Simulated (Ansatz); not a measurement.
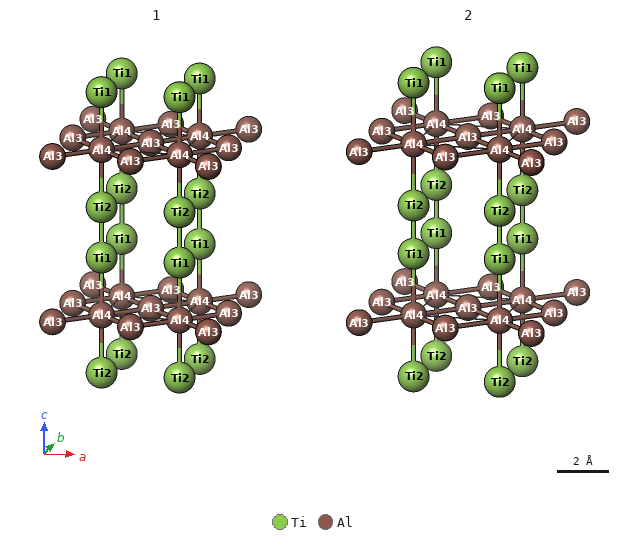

Two geometries of a crystal of TiAl (a generated structure, set up in Cmmm) (coarse preliminary run), drawn at one scale. One is the start of a relaxation, the other its converged end. A ball-and-stick model of the cell of the calculation, seen slightly off an axis.

Computed with Ansatz, DFT PBE, scalar-relativistic, plane waves, PAW. Settings: plane-wave cutoff 420 eV; k-point mesh 6 × 6 × 4; occupations gaussian; smearing width 0.1 eV; no spin polarisation; cell and atoms relaxed; force threshold 0.04 eV/Å; at most 70 steps.

> Which of the two is the end point?

Structure 2 is the relaxed one. After 6 accepted moves (9 points after the start) the energy has fallen by 244 meV per atom. Largest force component: 0.33 eV/Å at the start, 0.0027 eV/Å at the end. The pressure goes from 18.51 to 0.04 GPa. The line search rejected the trial step at point 4 of the run. The SCF was repeated twice at an unchanged geometry on a basis and grid sized afresh for the cell, which shifted the energy by 4.7 meV per atom at most. The largest moves relative to the cell, 0.077 Å, are those of Ti1 and Ti2. Ti1 goes along +c. Al stays in place. Cell: a = b 3.226 → 3.558 Å (+10.3 %), c 6.808 → 7.035 Å (+3.3 %), γ 90.6° → 90.0°. Volume +25.7 %. Near-neighbour distances that change, for instance: Al3–Al4 2.268 → 2.516 Å, Al3–Al4 (another image) 2.294 → 2.517 Å, Ti1–Al4 2.367 → 2.523 Å, Ti1–Ti2 2.074 → 1.989 Å. The space group (tolerance 0.01 Å) goes from Cmmm (No. 65) to P4/mmm (No. 123). Cost: 60 s on 1 thread of Intel(R) Xeon(R) Processor @ 2.70GHz, with other jobs on the host, peak memory 0.4 GiB.
